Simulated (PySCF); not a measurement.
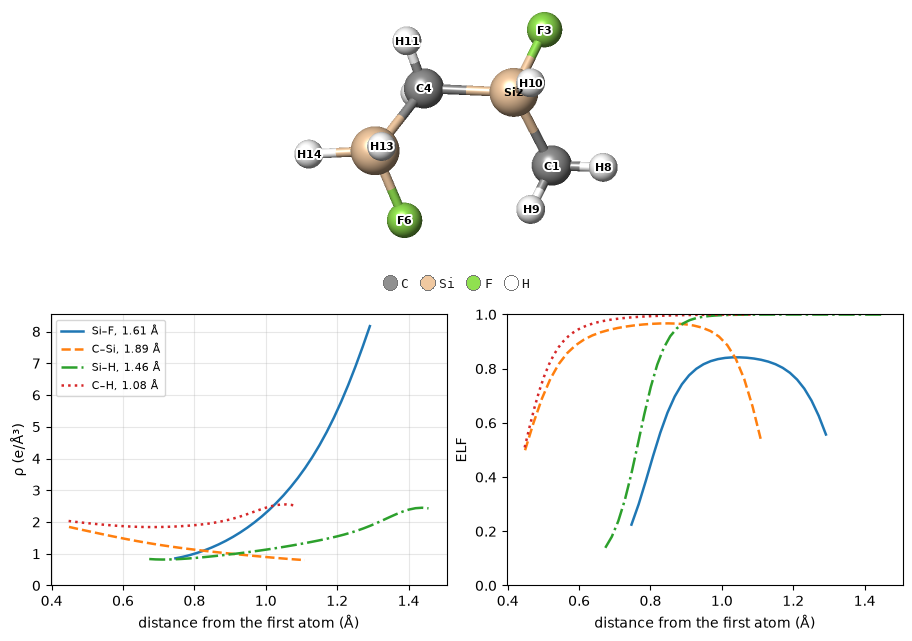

*C2H8F2Si2. Total electron density and electron localisation function along straight lines between neighbouring atoms. The curves leave out the atomic cores. The structure is drawn too.*

Geometry: GFN2-xTB.

Computed with PBE0/def2-SVPD, SCF density, gas phase in PySCF.

```xyz
14

C    -1.8873    0.3189   -0.7139
Si   -0.5466    1.0454    0.4008
F    -1.2843    1.6205    1.7296
C     0.6865   -0.2680    1.0022
Si    1.8364   -0.9537   -0.3319
F     0.9133   -1.4919   -1.5423
H    -2.4757   -0.4267   -0.1845
H    -2.5718    1.0877   -1.0608
H    -1.4558   -0.1610   -1.5861
H     0.1167    2.2242   -0.1461
H     1.2897    0.1591    1.8025
H     0.1315   -1.0924    1.4532
H     2.6699    0.0673   -0.9505
H     2.5769   -2.1297    0.1056
```

Q: Compare the contacts.

A: Si–F (1.61 Å): ρ is about 1 e/Å³ halfway; the ELF peaks at about 0.85 in the valence shell of F, 0.6 Å from its nucleus, and is about 0.50 at the midpoint.
C–Si (1.89 Å): ρ is about 0.96 e/Å³ halfway; the ELF peaks at about 0.95 between the atoms, as expected for a covalent bond.
Si–H (1.46 Å): ρ is about 0.82 e/Å³ halfway; the ELF climbs to about 1 towards the hydrogen, as it does in any bond to H.
C–H (1.08 Å): the density is about 1.9 e/Å³ at the midpoint; the ELF climbs to about 1 towards the hydrogen (an ordinary covalent bond to hydrogen).
